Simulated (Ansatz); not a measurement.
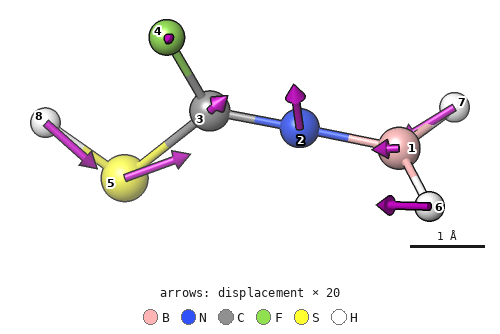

This is a relaxation of CH$_{3}$BFNS. The starting structure is drawn; purple arrows show the displacements, magnified 20 times. The two geometries are superimposed by the best rigid fit.

The picture is a ball-and-stick view, seen from a free direction.

The start comes from PBE-D4/def2-SVP.

Theory: Ansatz, RKS PBE0-D4/def2-TZVP. (force threshold 0.005 eV/Å; at most 150 steps)

Question: Describe the change and its energy.

Answer: S5 moves most after the best rigid fit: 0.049 Å. By element the largest moves are S 0.049 Å, H 0.048 Å, N 0.039 Å, B 0.020 Å, C 0.019 Å, F 0.007 Å. Among the contacts that change: C3–S5 1.776 → 1.753 Å, B1–H6 1.219 → 1.197 Å, S5–H8 1.362 → 1.342 Å, N2–C3 1.243 → 1.224 Å. Bond angles that change, for instance: B1–N2–C3 179.0° → 176.2°. Over 9 accepted moves (10 points after the start) the energy falls by 1.12 kcal/mol. The largest force component goes from 1.3 to 0.0044 eV/Å. The line search rejected the trial step at point 2 of the run.
